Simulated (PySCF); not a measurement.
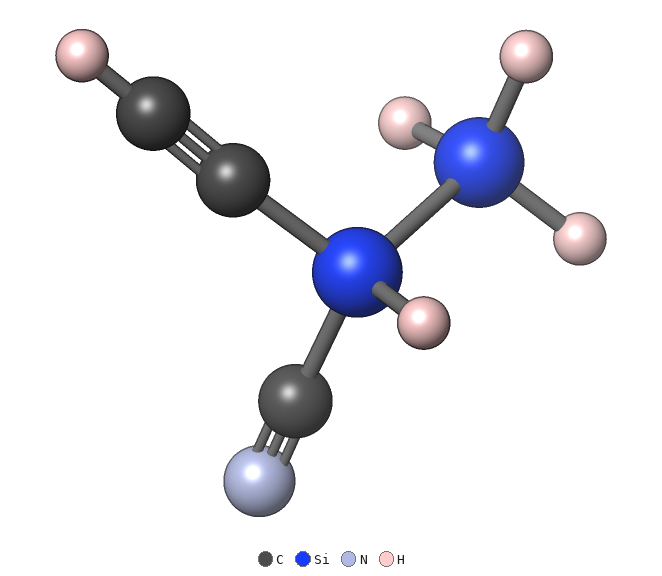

Computed geometry: PBE0-D3(BJ)/def2-SVP optimisation. No frequency run is at hand to confirm it as a minimum.

What does the picture show?

It has 11 atoms: 3 carbon, 5 hydrogen, 1 nitrogen and 2 silicon (C3H5NSi2). As SMILES it reads `C#C[Si@H]([SiH3])C#N`. It has no ring. Among its groups: nitrile, alkyne, Si–H bond. The point group is C1. Coordination: 3 C linear; 2 Si tetrahedral.

More results for the same structure follow; atom numbers are the same in all pictures, views and colours differ.

### Shape

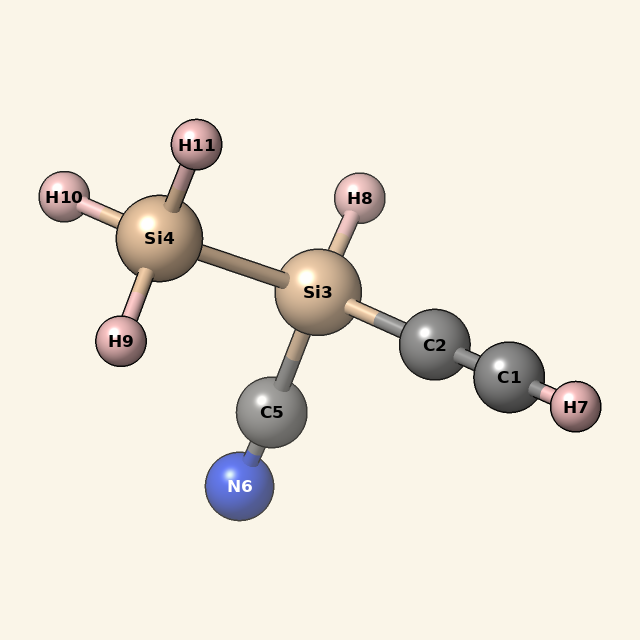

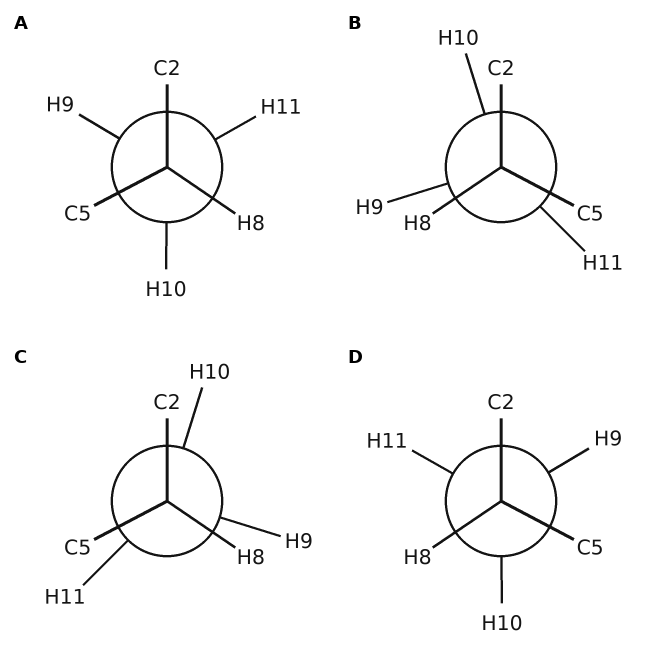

Atoms fade into the background with distance from the viewer. Bonds that would overlap in a projection are set slightly apart. No frequency run is at hand to confirm it as a minimum.

> Which Newman projection shows the view along Si3–Si4, with Si3 in front?

A. The torsion angle C2–Si3–Si4–H9 is −59°, synclinal (gauche).

### Dipole moment

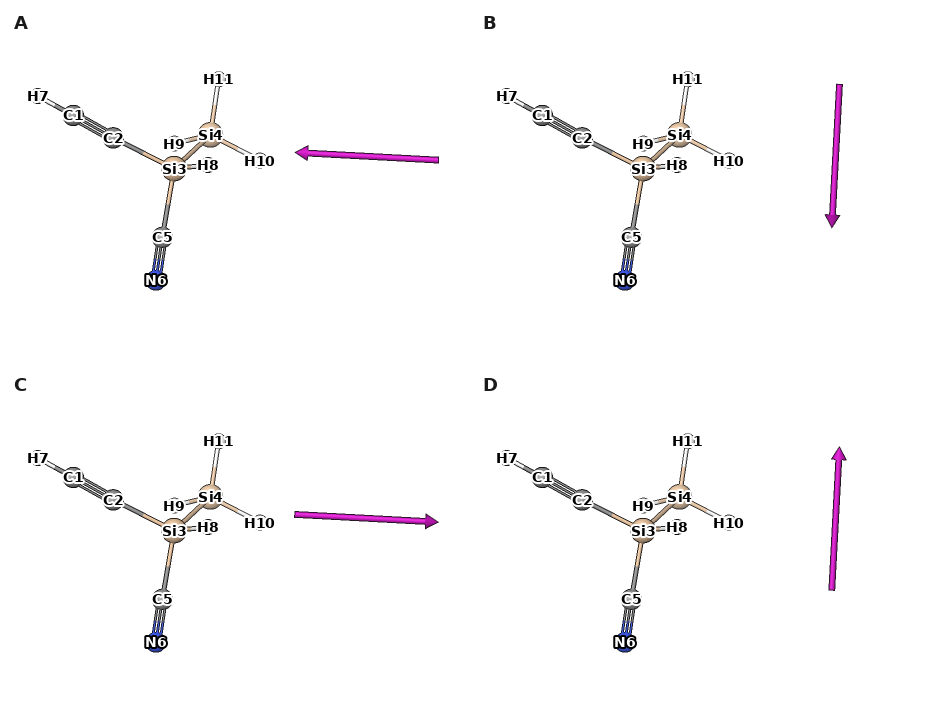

The same molecule four times, each with an arrow. No frequency run is at hand to confirm it as a minimum. Level of theory: PBE0/6-31G, gas phase (PySCF 2.14.0).

> Which arrow points along the dipole moment, from the negative to the positive end?

D. The dipole moment is 3.93 D; it points from the side of N6 to the side of H11 (the outermost atoms at the two ends).

### Quadrupole coupling

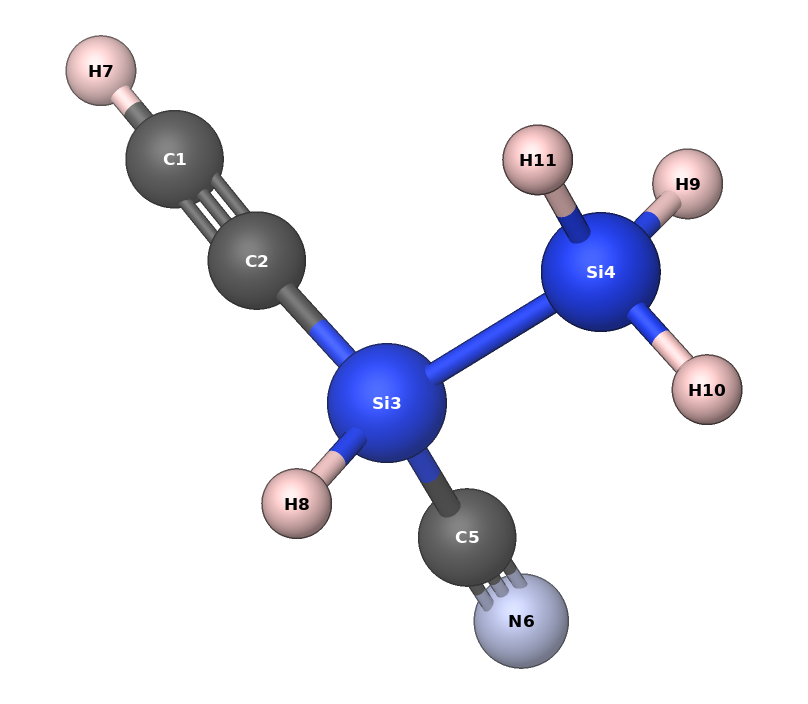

No frequency run is at hand to confirm it as a minimum. Electric field gradients from the ground-state density, PBE0/aug-cc-pVDZ (PySCF 2.14.0), non-relativistic apart from any core potentials.

Give the largest field-gradient component, the quadrupole coupling constant and the asymmetry for 14N at N6 (Q = 20.44 mb).

```json
{"atom": "N6", "V_zz (a.u.)": "−0.925", "e²qQ/h (MHz)": "−4.44", "η": "0.05"}
```

### Levels of theory compared

No frequency run is at hand to confirm it as a minimum. Program: PySCF 2.14.0.

Compare HOMO energy (eV), HOMO–LUMO gap (eV) at these levels: B97-2/pcSseg-2; LC-wPBE/pcSseg-2; PBE0/6-311+G(2d,p); PBE0/6-31G; PBE0/aug-cc-pVDZ; PBE0/cc-pVTZ; PBE0/pcSseg-0; WP04/pcSseg-2; mPW1PW91/pcSseg-2; ωB97X-D/pcSseg-2.

| level | HOMO energy (eV) | HOMO–LUMO gap (eV) |
| --- | --- | --- |
| B97-2/pcSseg-2 | −8.16 | 7.03 |
| LC-wPBE/pcSseg-2 | −11.02 | 12.15 |
| PBE0/6-311+G(2d,p) | −8.39 | 7.26 |
| PBE0/6-31G | −8.22 | 7.69 |
| PBE0/aug-cc-pVDZ | −8.36 | 7.31 |
| PBE0/cc-pVTZ | −8.35 | 7.33 |
| PBE0/pcSseg-0 | −8.59 | 7.75 |
| WP04/pcSseg-2 | −9.47 | 6.45 |
| mPW1PW91/pcSseg-2 | −8.42 | 7.31 |
| ωB97X-D/pcSseg-2 | −10.19 | 10.88 |
